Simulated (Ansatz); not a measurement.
# AlN (triplet): inputs that go wrong at distance Al1–N2 = 2.431 Å

3 inputs are run for AlN (triplet) as typed; the log has to tell whether the result can be used and what must change.

Computed with Ansatz 0.2.0, Gaussian basis. Level: the settings change from run to run.

19 further runs of the same task are left out: 2 for a known fault of the program, 11 that didn't finish, 6 set aside as unsound or not needed.

### Step 1. What is computed

The geometry derives from a PBE0/def2-TZVP stationary point (not a proven minimum). One bond is set to the value named and the two fragments are kept rigid.

2 atoms, charge 0, spin multiplicity 3.

Atoms are counted from 1 here; the program's logs count them from 0.

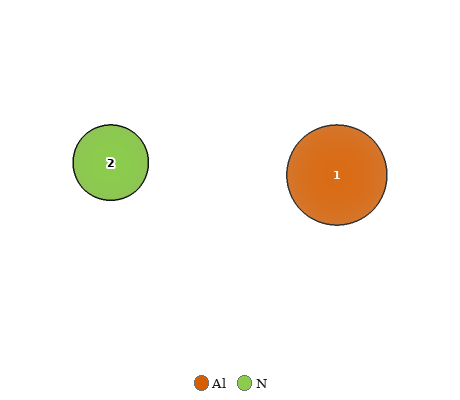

The structure; aluminium orange, nitrogen green; atoms are numbered from 1 in the order of the file.

### Step 2. Input 1

The input, in.yaml:

```yaml
crystal:
  periodic: [false, false, false]
  atoms:
    - {symbol: Al, position_ang: [0.000000, 0.000000, 0.000000]}
    - {symbol: N, position_ang: [0.000000, 0.000000, 2.431000]}
basis:
  gaussian: {orbitals: "6-31G*", point_charges: [{charge: 1.00, position_ang: [2.535, 0.985, -1.000]}]}
magnetization: {spin_polarized: false, initial_magnetization: 3}
hamiltonian: {xc: {name: B3LYP}, pseudopotentials: {relativity: none}}
correlation: {method: bccd_t, electrons: outside_noble_gas}
```

Command:

```console
> ansatz run in.yaml --threads 1 --pin off --events-out ev --progress --plain --max-ram 2393MiB
```

Standard output:

```text
Error: a molecule whose nuclei and cores have a total charge of 20 cannot have a net charge of 0 together with 3 unpaired electrons
```

It took 0.03 s on 1 thread of Arm Neoverse V1, shared host.

Diagnosis: The run was refused. The number of unpaired electrons doesn't fit the electron count. Fix: make charge and initial_magnetization agree.

### Step 3. Input 2

The input, in.yaml:

```yaml
crystal:
  periodic: [false, false, false]
  atoms:
    - {symbol: Al, position_ang: [0.000000, 0.000000, 0.000000]}
    - {symbol: N, position_ang: [0.000000, 0.000000, 2.431000]}
basis:
  gaussian: {orbitals: 6-31G}
magnetization: {spin_polarized: false, initial_magnetization: 2}
correlation: {active_space: {window: {electrons: 4, orbitals: 4}, states: [{multiplicity: 3, weights: [1, 1]}], root: 2}}
```

Launched as before.

Standard output:

```text
Error: the active space averages no state 2, counted from zero
```

It took 0.03 s on 1 thread of Arm Neoverse V1, shared host.

Diagnosis: The run was refused. The root asked for lies beyond the states averaged. Cure: average more states or name a lower root.

### Step 4. Input 3

The input, in.yaml:

```yaml
crystal:
  periodic: [false, false, false]
  atoms:
    - {symbol: Al, position_ang: [0.300000, 0.000000, 2.481000]}
    - {symbol: N, position_ang: [0.000000, 0.000000, 2.431000]}
basis:
  gaussian: {orbitals: 6-31G, point_charges: [{charge: -1.00, position_ang: [4.195, -0.866, 0.201]}]}
magnetization: {spin_polarized: false, initial_magnetization: 2}
correlation: {method: fic_nevpt4_sd, electrons: valence, active_space: {window: {electrons: 2, orbitals: 6}}}
accuracy: high
```

The command is unchanged.

Standard output, shortened:

```text
Functional definition: HF
  name "HF"
  cite "Fock, Z. Phys. 61, 126 (1930) doi:10.1007/BF01340294"
  parent pbe
[...]
434 factors; integrals over basis functions are off by at most 2.5e-9 eV
[...]
mean field -6981.92260765 eV, -256.5809233141 hartree, gradient 2.4e-8 eV, S^2 2.000000; 9 other end points of the search recorded, 0 dependent functions left out
reference -6981.92260765 eV, -256.5809233141 hartree; 11, 9 occupied and 11, 13 virtual orbitals, 434 factors
state -6981.95535072 eV, -256.5821265997 hartree
state -6981.95535072 eV, -256.5821265997 hartree; corrected -6983.57898925 eV, -256.6417942152 hartree
Total energy: -6983.57898925 eV, -256.6417942152 hartree
```

Run time: 2.3 s. Hardware: 1 thread of Arm Neoverse V1, shared host.

Diagnosis: The run converged, which proves nothing about the input. One atom lies on top of another. The shortest distance is 0.30 Å, against 2.43 Å in the geometry of step 1. Its energy belongs to another geometry. Cure: restore its position.

### Step 5. Summary

| input | level | ended | cause | time |
| --- | --- | --- | --- | --- |
| 1 | BCCD(T)/6-31G* | refused | the number of unpaired electrons doesn't fit the electron count | 0.03 s |
| 2 | CASSCF(4,4)/6-31G | refused | the root asked for lies beyond the states averaged | 0.03 s |
| 3 | NEVPT4(SD)(2,6)/6-31G | converged | one atom lies on top of another | 2.3 s |

2 refused, 1 converged. The input that converges on a wrong geometry or spin is the dangerous one: no error points at it, so geometry and ⟨S²⟩ have to be checked.
